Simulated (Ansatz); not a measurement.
# C2H6FNO2W: one species, many methods, part 2 of 2

Ansatz 0.2.0, Gaussian basis; functionals in def2-TZVPP, the program's frozen cores in correlated methods. Earlier steps stand in the parts before.

### 14 CAM-B3LYP-D4 (range-separated)

Input file in.yaml:

```yaml
crystal:
  periodic: [false, false, false]
  atoms:
    - {symbol: C, position_ang: [0.741379, -2.010654, 0.947791]}
    - {symbol: N, position_ang: [0.754384, -0.630694, 0.615040]}
    - {symbol: W, position_ang: [0.376443, 1.054888, 0.854864]}
    - {symbol: O, position_ang: [-0.578864, 1.185776, 2.265023]}
    - {symbol: F, position_ang: [1.984742, 2.003528, 1.048798]}
    - {symbol: O, position_ang: [-0.611878, 1.628213, -0.619586]}
    - {symbol: C, position_ang: [-1.116800, 1.076374, -1.810640]}
    - {symbol: H, position_ang: [1.762870, -2.371036, 1.104355]}
    - {symbol: H, position_ang: [0.306304, -2.593651, 0.129902]}
    - {symbol: H, position_ang: [0.159897, -2.199689, 1.856869]}
    - {symbol: H, position_ang: [-0.908347, 1.764900, -2.632667]}
    - {symbol: H, position_ang: [-0.651266, 0.110010, -2.022943]}
    - {symbol: H, position_ang: [-2.198365, 0.947233, -1.722107]}
basis:
  gaussian: {orbitals: def2-TZVPP}
hamiltonian: {xc: {name: CAM-B3LYP}, dispersion: d4}
output: {orbitals: {seedname: orbitals}}
```

Command:

```console
ansatz run in.yaml --threads 2 --pin off --events-out ev --progress --plain --max-ram 32768MiB --backend cuda --devices 0, --max-vram 18GiB
```

What it wrote, shortened:

```text
Functional definition: CAM-B3LYP
  name "CAM-B3LYP"
  cite "Yanai, Tew & Handy, Chem. Phys. Lett. 393, 51 (2004) doi:10.1016/j.cplett.2004.06.011"
  cite "Iikura, Tsuneda, Yanai & Hirao, J. Chem. Phys. 115, 3540 (2001) doi:10.1063/1.1383587"
  cite "Becke, Phys. Rev. A 38, 3098 (1988) doi:10.1103/PhysRevA.38.3098"
  cite "Lee, Yang & Parr, Phys. Rev. B 37, 785 (1988) doi:10.1103/PhysRevB.37.785"
  cite "Vosko, Wilk & Nusair, Can. J. Phys. 58, 1200 (1980) doi:10.1139/p80-159"
[...]
  # Exact exchange under (alpha + beta erf(omega r))/r, Becke's under what is left of 1/r.
[...]
1694 factors; their error is unknown
410 factors; integrals over basis functions are off by at most 9.4e-6 eV
[...]
mean field -12302.79442918 eV, -452.1193561387 hartree, gradient 3.2e-5 eV, S^2 0.000000; 0 other end points of the search recorded, 0 dependent functions left out
reference -12302.79458805 eV, -452.1193619771 hartree; 32, 32 occupied and 294, 294 virtual orbitals, 1694 factors
Total energy: -12303.05880298 eV, -452.1290716967 hartree
```

Wall time 10 s (1 × H100 (card shared with other runs) with 2 threads of AMD EPYC 7R13, shared host); peak host memory 0.87 GiB.

HOMO -9.00 eV, LUMO -0.01 eV.

### 15 LC-ωPBE (range-separated)

Edit in.yaml of step 14 so:

```diff
@@ -18,3 +18,3 @@
   gaussian: {orbitals: def2-TZVPP}
-hamiltonian: {xc: {name: CAM-B3LYP}, dispersion: d4}
+hamiltonian: {xc: {name: LC-wPBE}}
 output: {orbitals: {seedname: orbitals}}
```

Launched as before.

What it wrote, shortened:

```text
Functional definition: LC-wPBE
  name "LC-wPBE"
  cite "Vydrov & Scuseria, J. Chem. Phys. 125, 234109 (2006) doi:10.1063/1.2409292"
  cite "Heyd & Scuseria, J. Chem. Phys. 120, 7274 (2004) doi:10.1063/1.1668634"
  cite "Ernzerhof & Perdew, J. Chem. Phys. 109, 3313 (1998) doi:10.1063/1.476928"
  cite "Perdew, Burke & Ernzerhof, Phys. Rev. Lett. 77, 3865 (1996) doi:10.1103/PhysRevLett.77.3865"
  parent pbe
[...]
1662 factors; their error is unknown
505 factors; integrals over basis functions are off by at most 1.8e-5 eV
[...]
mean field -12301.95079896 eV, -452.0883532999 hartree, gradient 3.8e-5 eV, S^2 0.000000; 0 other end points of the search recorded, 0 dependent functions left out
reference -12301.95079896 eV, -452.0883533002 hartree; 32, 32 occupied and 294, 294 virtual orbitals, 1662 factors
Total energy: -12301.95079896 eV, -452.0883533002 hartree
```

It took 11 s on 1 × H100 (card shared with other runs) with 2 threads of AMD EPYC 7R13, shared host; peak host memory 0.87 GiB.

HOMO -10.28 eV, LUMO 1.19 eV.

### 16 ωB97X-V (range-separated)

Edit in.yaml of step 15 so:

```diff
@@ -18,3 +18,3 @@
   gaussian: {orbitals: def2-TZVPP}
-hamiltonian: {xc: {name: LC-wPBE}}
+hamiltonian: {xc: {name: wB97X-V}}
 output: {orbitals: {seedname: orbitals}}
```

Launched as before.

What it wrote, shortened:

```text
Functional definition: wB97X-V
  name "wB97X-V"
  cite "Mardirossian & Head-Gordon, Phys. Chem. Chem. Phys. 16, 9904 (2014) doi:10.1039/C3CP54374A"
  cite "Becke, J. Chem. Phys. 107, 8554 (1997) doi:10.1063/1.475007"
  cite "Vydrov & Van Voorhis, J. Chem. Phys. 133, 244103 (2010) doi:10.1063/1.3521275"
[...]
      + integral(e_c_pw_opposite_spin*poly(b97_u_opposite, cos0, cos1)) + vv10(b, c)
1679 factors; their error is unknown
389 factors; integrals over basis functions are off by at most 9.9e-6 eV
[...]
mean field -12303.40023571 eV, -452.1416191181 hartree, gradient 5.3e-5 eV, S^2 0.000000; 0 other end points of the search recorded, 0 dependent functions left out
reference -12303.40023321 eV, -452.1416190264 hartree; 32, 32 occupied and 294, 294 virtual orbitals, 1679 factors
Total energy: -12303.40023321 eV, -452.1416190264 hartree
```

Wall time 9 s (1 × H100 (card shared with other runs) with 2 threads of AMD EPYC 7R13, shared host); peak host memory 0.95 GiB.

HOMO -9.96 eV, LUMO 1.09 eV.

### 17 ωB97M-V (range-separated)

Edit in.yaml of step 16 so:

```diff
@@ -18,3 +18,3 @@
   gaussian: {orbitals: def2-TZVPP}
-hamiltonian: {xc: {name: wB97X-V}}
-output: {orbitals: {seedname: orbitals}}
+hamiltonian: {xc: {name: wB97M-V}}
+output: {forces: true, orbitals: {seedname: orbitals}}
```

The command is unchanged.

What it wrote, shortened:

```text
Functional definition: wB97M-V
  name "wB97M-V"
  cite "Mardirossian & Head-Gordon, J. Chem. Phys. 144, 214110 (2016) doi:10.1063/1.4952647"
  cite "Becke, J. Chem. Phys. 107, 8554 (1997) doi:10.1063/1.475007"
  cite "Vydrov & Van Voorhis, J. Chem. Phys. 133, 244103 (2010) doi:10.1063/1.3521275"
  # Of w^i u^j: cxij and so on, Table III.
[...]
  gx(w, u) = 1 - cx + cx01*u + cx10*w
  gss(w, u) = css00 + css04*u^4 + css10*w + css20*w^2 + css43*w^4*u^3
  gos(w, u) = cos00 + cos10*w + (cos20 + cos21*u)*w^2 + (cos60 + cos61*u)*w^6
[...]
      + integral(e_c_pw_mod_opposite_spin*gos(b97_w_opposite, b97_u_opposite)) + vv10(b, c)
1667 factors; their error is unknown
389 factors; integrals over basis functions are off by at most 9.9e-6 eV
[...]
Atom 3 at    -0.578864     1.185776     2.265023 Å, force     0.168104     0.011861    -0.229363 eV/Å
Atom 4 at     1.984742     2.003528     1.048798 Å, force     0.011405     0.041246    -0.014325 eV/Å
Atom 5 at    -0.611878     1.628213    -0.619586 Å, force     0.113245     0.141871     0.236787 eV/Å
Atom 6 at    -1.116800     1.076374    -1.810640 Å, force    -0.154883    -0.113588    -0.357679 eV/Å
Atom 7 at     1.762870    -2.371036     1.104355 Å, force    -0.106966     0.035517    -0.012358 eV/Å
Atom 8 at     0.306304    -2.593651     0.129902 Å, force     0.042101     0.057080     0.085158 eV/Å
Atom 9 at     0.159897    -2.199689     1.856869 Å, force     0.053654     0.025101    -0.083189 eV/Å
Atom 10 at    -0.908347     1.764900    -2.632667 Å, force    -0.025641    -0.076476     0.071422 eV/Å
Atom 11 at    -0.651266     0.110010    -2.022943 Å, force    -0.033964     0.079174     0.029009 eV/Å
Atom 12 at    -2.198365     0.947233    -1.722107 Å, force     0.105227     0.009425    -0.011034 eV/Å
Dipole moment:    -0.107709    -0.433646    -0.647740 e Å
```

It took 12 s on 1 × H100 (card shared with other runs) with 2 threads of AMD EPYC 7R13, shared host; peak host memory 0.98 GiB.

HOMO -9.89 eV, LUMO 1.02 eV.

### 18 B2PLYP (double hybrid)

Edit in.yaml of step 17 so:

```diff
@@ -18,3 +18,2 @@
   gaussian: {orbitals: def2-TZVPP}
-hamiltonian: {xc: {name: wB97M-V}}
-output: {forces: true, orbitals: {seedname: orbitals}}
+hamiltonian: {xc: {name: B2PLYP}}
```

Same command.

What it wrote, shortened:

```text
Functional definition: B2PLYP
  name "B2PLYP"
  cite "Grimme, J. Chem. Phys. 124, 034108 (2006) doi:10.1063/1.2148954"
  cite "Becke, Phys. Rev. A 38, 3098 (1988) doi:10.1103/PhysRevA.38.3098"
  cite "Lee, Yang & Parr, Phys. Rev. B 37, 785 (1988) doi:10.1103/PhysRevB.37.785"
[...]
2040 factors; integrals over basis functions are off by at most 1.1e-3 eV
[...]
mean field -12281.79212318 eV, -451.3475356291 hartree, gradient 4.2e-6 eV, S^2 0.000000; 0 other end points of the search recorded, 0 dependent functions left out
6 core orbitals not correlated: weight in the atoms' cores, before any rotation towards them, 1.000 or more for the frozen orbitals, at most 0.000 for the correlated occupied ones
reference -12281.79232620 eV, -451.3475430902 hartree; 26, 26 occupied and 294, 294 virtual orbitals, 2040 factors
second order -60.17475152 eV of doubles, -0.00000000 eV of singles
Total energy: -12298.03950911 eV, -451.9446160494 hartree
```

Run time: 12 s. Hardware: 1 × H100 (card shared with other runs) with 2 threads of AMD EPYC 7R13, shared host; peak host memory 1.4 GiB.

### 19 PBE-QIDH (double hybrid)

Edit in.yaml of step 18 so:

```diff
@@ -18,2 +18,2 @@
   gaussian: {orbitals: def2-TZVPP}
-hamiltonian: {xc: {name: B2PLYP}}
+hamiltonian: {xc: {name: PBE-QIDH}}
```

The command is unchanged.

What it wrote, shortened:

```text
Functional definition: PBE-QIDH
  name "PBE-QIDH"
  cite "Brémond, Sancho-García, Pérez-Jiménez & Adamo, J. Chem. Phys. 141, 031101 (2014) doi:10.1063/1.4890314"
  cite "Perdew, Burke & Ernzerhof, Phys. Rev. Lett. 77, 3865 (1996) doi:10.1103/PhysRevLett.77.3865"
[...]
2040 factors; integrals over basis functions are off by at most 1.1e-3 eV
[...]
mean field -12273.77733451 eV, -451.0529975781 hartree, gradient 1.9e-6 eV, S^2 0.000000; 0 other end points of the search recorded, 0 dependent functions left out
6 core orbitals not correlated: weight in the atoms' cores, before any rotation towards them, 1.000 or more for the frozen orbitals, at most 0.000 for the correlated occupied ones
reference -12273.77734967 eV, -451.0529981354 hartree; 26, 26 occupied and 294, 294 virtual orbitals, 2040 factors
second order -55.55632386 eV of doubles, -0.00000000 eV of singles
Total energy: -12292.29612429 eV, -451.7335505501 hartree
```

Run time: 11 s. Hardware: 1 × H100 (card shared with other runs) with 2 threads of AMD EPYC 7R13, shared host; peak host memory 1.4 GiB.

### 20 Frontier levels by functional

Dipoles come from the runs that computed forces. Levels, from each run's orbital file:

| functional | HOMO (eV) | LUMO (eV) | gap (eV) | dipole (D) | time |
| --- | --- | --- | --- | --- | --- |
| LDA (SPW92) | -6.45 | -2.10 | 4.35 |  | 13 s |
| PBE-D4 | -6.26 | -1.85 | 4.41 | 3.70 | 14 s |
| revPBE-D4 | -6.18 | -1.75 | 4.43 |  | 11 s |
| BLYP-D4 | -6.15 | -1.77 | 4.38 |  | 12 s |
| r2SCAN-D4 | -6.54 | -1.75 | 4.79 | 3.79 | 14 s |
| B97M-V | -6.62 | -1.74 | 4.88 |  | 15 s |
| PBE0-D4 | -7.64 | -1.07 | 6.57 |  | 13 s |
| B3LYP-D4 | -7.42 | -1.32 | 6.10 | 3.86 | 12 s |
| r2SCANh-D4 | -7.05 | -1.45 | 5.60 |  | 14 s |
| r2SCAN0-D4 | -7.83 | -1.00 | 6.83 |  | 13 s |
| HSE06-D4 | -7.23 | -1.44 | 5.79 |  | 13 s |
| BHLYP-D4 | -8.94 | -0.17 | 8.77 |  | 14 s |
| CAM-B3LYP-D4 | -9.00 | -0.01 | 8.99 |  | 10 s |
| LC-ωPBE | -10.28 | 1.19 | 11.47 |  | 11 s |
| ωB97X-V | -9.96 | 1.09 | 11.05 |  | 9 s |
| ωB97M-V | -9.89 | 1.02 | 10.91 | 3.78 | 12 s |

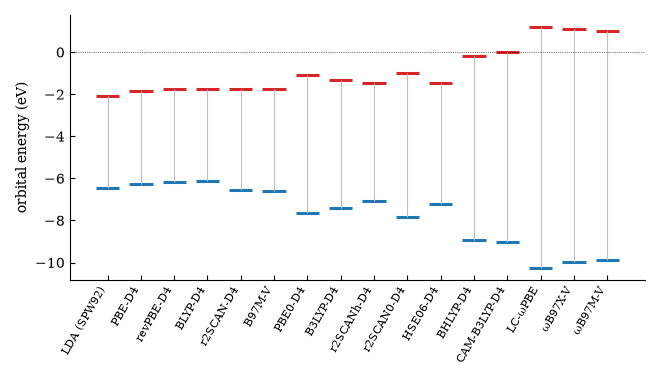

Highest occupied (blue) and lowest empty (red) level by functional.

### 21 CCSD(T) in def2-SVP

Edit in.yaml of step 19 so:

```diff
@@ -17,3 +17,3 @@
 basis:
-  gaussian: {orbitals: def2-TZVPP}
-hamiltonian: {xc: {name: PBE-QIDH}}
+  gaussian: {orbitals: def2-SVP}
+correlation: {method: ccsd_t}
```

The command is unchanged.

What it wrote, shortened:

```text
Functional definition: HF
  name "HF"
  cite "Fock, Z. Phys. 61, 126 (1930) doi:10.1007/BF01340294"
  parent pbe
[...]
1441 factors; integrals over basis functions are off by at most 1.6e-3 eV
[...]
mean field -12218.64001887 eV, -449.0267386020 hartree, gradient 3.0e-6 eV, S^2 0.000000; 0 other end points of the search recorded, 0 dependent functions left out
6 core orbitals not correlated: weight in the atoms' cores, before any rotation towards them, 1.000 or more for the frozen orbitals, at most 0.000 for the correlated occupied ones
reference -12218.64001887 eV, -449.0267386020 hartree; 26, 26 occupied and 114, 114 virtual orbitals, 1441 factors
second order -38.23924339 eV of doubles, -0.00000000 eV of singles
cycle   1  -35.40148665 eV  change     2.8e0 eV  update   2.8e-1
[...]
cycle  13  -37.53506454 eV  change   -5.0e-5 eV  update   6.8e-6
perturbative correction -1.58406387 eV, -0.0582132733 hartree
Total energy: -12257.75914728 eV, -450.4643400549 hartree
```

Wall time 29 s (1 × H100 (card shared with other runs) with 2 threads of AMD EPYC 7R13, shared host); peak host memory 0.78 GiB.

### 22 CCSD(T) in def2-TZVPP

Edit in.yaml of step 21 so:

```diff
@@ -17,3 +17,4 @@
 basis:
-  gaussian: {orbitals: def2-SVP}
+  gaussian: {orbitals: def2-TZVPP}
 correlation: {method: ccsd_t}
+output: {orbitals: {seedname: orbitals}}
```

The command is unchanged.

What it wrote, shortened:

```text
Functional definition: HF
  name "HF"
  cite "Fock, Z. Phys. 61, 126 (1930) doi:10.1007/BF01340294"
  parent pbe
[...]
2040 factors; integrals over basis functions are off by at most 1.1e-3 eV
[...]
mean field -12232.35919587 eV, -449.5309090572 hartree, gradient 1.9e-6 eV, S^2 0.000000; 0 other end points of the search recorded, 0 dependent functions left out
6 core orbitals not correlated: weight in the atoms' cores, before any rotation towards them, 1.000 or more for the frozen orbitals, at most 0.000 for the correlated occupied ones
reference -12232.35919587 eV, -449.5309090572 hartree; 26, 26 occupied and 294, 294 virtual orbitals, 2040 factors
second order -48.95234810 eV of doubles, -0.00000000 eV of singles
cycle   1  -45.33883537 eV  change     3.6e0 eV  update   2.9e-1
[...]
cycle  14  -47.75935939 eV  change    2.9e-5 eV  update   4.4e-6
perturbative correction -2.44014390 eV, -0.0896736342 hartree
Total energy: -12282.55869916 eV, -451.3757067767 hartree
```

It took 35 s on 1 × H100 (card shared with other runs) with 2 threads of AMD EPYC 7R13, shared host; peak host memory 0.85 GiB.

### 23 MP2 in def2-QZVPP

Edit in.yaml of step 22 so:

```diff
@@ -17,4 +17,3 @@
 basis:
-  gaussian: {orbitals: def2-TZVPP}
-correlation: {method: ccsd_t}
-output: {orbitals: {seedname: orbitals}}
+  gaussian: {orbitals: "def2-QZVPP.json"}
+correlation: {method: mp2}
```

The command is unchanged.

What it wrote:

```text
Functional definition: HF
  name "HF"
  cite "Fock, Z. Phys. 61, 126 (1930) doi:10.1007/BF01340294"
  parent pbe
  exchange = exact_x
  correlation = 0
3685 factors; integrals over basis functions are off by at most 1.1e-3 eV
mean field evaluation 1: about -12220.0437 eV, gradient 8.3e1 eV
mean field evaluation 2: about -12220.2938 eV, gradient 8.3e1 eV
mean field evaluation 4: about -12232.5703 eV, gradient 1.1e1 eV
mean field evaluation 8: about -12232.8658 eV, gradient 1.3e0 eV
mean field evaluation 16: about -12232.8712 eV, gradient 2.8e-6 eV
mean field -12232.87124567 eV, -449.5497265404 hartree, gradient 2.9e-6 eV, S^2 0.000000; 0 other end points of the search recorded, 0 dependent functions left out
6 core orbitals not correlated: weight in the atoms' cores, before any rotation towards them, 1.000 or more for the frozen orbitals, at most 0.000 for the correlated occupied ones
reference -12232.87124567 eV, -449.5497265404 hartree; 26, 26 occupied and 571, 571 virtual orbitals, 3685 factors
second order -53.20426476 eV of doubles, -0.00000000 eV of singles
Total energy: -12286.07551043 eV, -451.5049472071 hartree
```

It took 20 s on 1 × H100 (card shared with other runs) with 2 threads of AMD EPYC 7R13, shared host; peak host memory 1.2 GiB.

Energy pieces by basis (eV):

| basis | HF | MP2 correlation | CCSD correlation | (T) | total |
| --- | --- | --- | --- | --- | --- |
| def2-SVP | -12218.6400 | -38.2392 | -37.5351 | -1.5841 | -12257.7591 |
| def2-TZVPP | -12232.3592 | -48.9523 | -47.7594 | -2.4401 | -12282.5587 |
| def2-QZVPP | -12232.8712 | -53.2043 |  |  | -12286.0755 (MP2) |

The report of the def2-TZVPP run gives T1 = 0.0198.

### 24 The basis-set limit

No new run: Hartree-Fock is extrapolated as exp(−7.88√X) and correlation as X^−2.97, with X = 3 and 4; only MP2 was run in the larger set, so CCSD(T) minus MP2 is added from the smaller one.

| level | energy at the limit (eV) |
| --- | --- |
| HF | -12232.9418 |
| MP2 | -12289.2956 |
| CCSD | -12288.1026 |
| CCSD(T) | -12290.5428 |

### 25 RPA on PBE orbitals

Edit in.yaml of step 23 so:

```diff
@@ -17,3 +17,4 @@
 basis:
-  gaussian: {orbitals: "def2-QZVPP.json"}
-correlation: {method: mp2}
+  gaussian: {orbitals: def2-TZVPP}
+hamiltonian: {xc: pbe}
+correlation: {method: rpa}
```

Same command.

What it wrote, shortened:

```text
Functional definition: PBE
  name "PBE"
  cite "Perdew, Burke & Ernzerhof, Phys. Rev. Lett. 77, 3865 (1996) doi:10.1103/PhysRevLett.77.3865"
  parent pbe
[...]
2040 factors; integrals over basis functions are off by at most 1.1e-3 eV
[...]
mean field -12298.16236201 eV, -451.9491308101 hartree, gradient 5.2e-6 eV, S^2 0.000000; 2 other end points of the search recorded, 0 dependent functions left out
6 core orbitals not correlated: weight in the atoms' cores, before any rotation towards them, 1.000 or more for the frozen orbitals, at most 0.000 for the correlated occupied ones
reference -12229.30255485 eV, -449.4185795717 hartree; 26, 26 occupied and 294, 294 virtual orbitals, 2040 factors
Total energy: -12301.51528803 eV, -452.0723485684 hartree
```

It took 14 s on 1 × H100 (card shared with other runs) with 2 threads of AMD EPYC 7R13, shared host; peak host memory 1.4 GiB.

RPA correlation: -72.213 eV.

### 26 Results

What follows sums up all 2 parts.

```
                               quantity                                      value
 CCSD(T) correlation energy, def2-TZVPP                                 -50.200 eV
              gap, smallest and largest  4.35 eV (LDA (SPW92)), 11.47 eV (LC-ωPBE)
                          T1 diagnostic                                     0.0198
triples share of the correlation energy                                      4.9 %
```

In def2-TZVPP MP2 gives 98 % of the CCSD(T) correlation energy. Orbital gaps span 4.3 to 11.5 eV; exact exchange widens them. Correlated methods include outer-core shells of W, which these sets cover unevenly.

The functionals cost 9 s to 15 s; CCSD(T) went from 29 s (146 functions) to 35 s (326).
